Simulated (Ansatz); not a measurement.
CH₃BNO (SMILES NB[C]=O) (doublet)

Input file:

```
crystal:
  periodic: [false, false, false]
  atoms:
    - { symbol: "N", position_ang: [0.15999, 1.10894, 0.01325] }
    - { symbol: B, position_ang: [0.33892, -0.27512, -0.1948] }
    - { symbol: C, position_ang: [1.51934, -0.83835, -0.84072] }
    - { symbol: O, position_ang: [2.41996, -1.40326, -1.34024] }
    - { symbol: H, position_ang: [0.83613, 1.79257, -0.2719] }
    - { symbol: H, position_ang: [-0.65156, 1.50585, 0.45127] }
    - { symbol: H, position_ang: [-0.47624, -1.04783, 0.14251] }
magnetization:
  spin_polarized: true
  initial_magnetization: 1
basis:
  gaussian: { orbitals: def2-mTZVP }
hamiltonian:
  xc: pbe0
  dispersion: d4
relax:
  f_tol: 0.015
  max_steps: 40
output:
  orbitals: {}
```

Launched as:

```sh
ansatz run input.yaml --threads 2 --pin off --max-ram 3072MiB --backend cpu --events-out ev --progress --plain --runs-dir out
```

The fields are those of the run's last geometry, not of the input's.

The calculation used Ansatz, UKS PBE0-D4/def2-mTZVP.

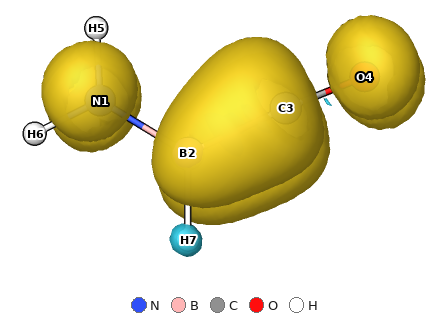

Figure 1. Isosurfaces of the spin density (α minus β) at +0.015 (yellow) and −0.015 e/Å³ (cyan), seen at a tilt.

> Which atoms carry the spin?

The unpaired spin (1 electron) lies mostly on C3 (about 0.4), O4 (about 0.2), B2 (about 0.2) and N1 (about 0.1), in electrons by Hirshfeld's partition.

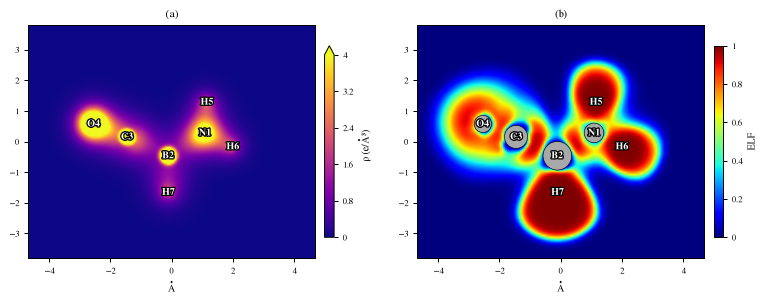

Figure 2. (a) total electron density; (b) electron localisation function on the molecular plane. Grey discs cover the atomic cores in the ELF map.

> Interpret the plot.

- Atoms in the plane: N, B, C, O and H.
- C–O (1.16 Å): the density is about 3.6 e/Å³ at the midpoint; the ELF peaks at about 0.85 between the atoms; a multiple bond.
- B–N (1.41 Å): ρ at the midpoint is about 1.9 e/Å³; the ELF peaks at about 0.95 between the atoms: a polar covalent bond.
- C–B (1.48 Å): ρ is about 1.5 e/Å³ halfway; the ELF peaks at about 0.95 between the atoms, as expected for localised, covalent bonding.
- N–H (1.01 Å): ρ is about 2.9 e/Å³ halfway; the ELF climbs to about 1 towards the hydrogen, as it does in any bond to H; an ordinary covalent bond to hydrogen.
- B–H (1.19 Å): the density is about 1.2 e/Å³ at the midpoint; the ELF climbs to about 1 towards the hydrogen; a covalent bond by its length.
- The ELF also peaks beside O4, away from the bonds: non-bonding electrons, paired or unpaired.

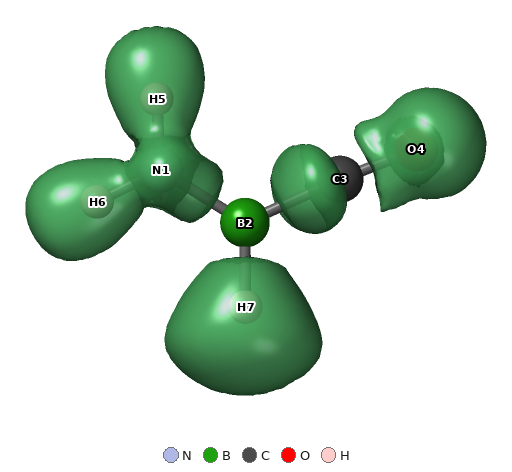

Figure 3. Isosurface of the electron localisation function at 0.75 (green), seen across its widest extent. Core shells and regions of very low density are left out.

> Where are the electrons localised?

The ELF exceeds this value in one region between bonded B–C atoms (shared pairs), one region around a hydrogen nucleus, one region on O in which the atom's valence shell and bonds are merged and one joined region spread over several atoms (H, N), in which their bonds and any lone pairs are merged.

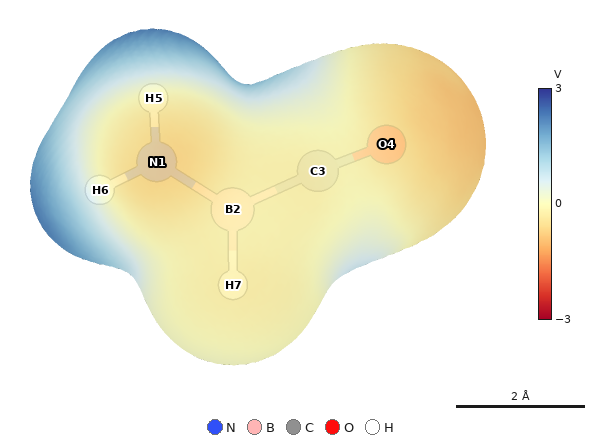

Figure 4. The electrostatic potential painted on the density surface at 0.002 e/bohr³, seen across its widest extent; the colour scale runs from red (negative) to blue (positive).

> Where is the surface potential most negative and most positive?

The most negative region (about −0.9 V) lies over O4, the most positive (about +2.2 V) over H5 and H6.
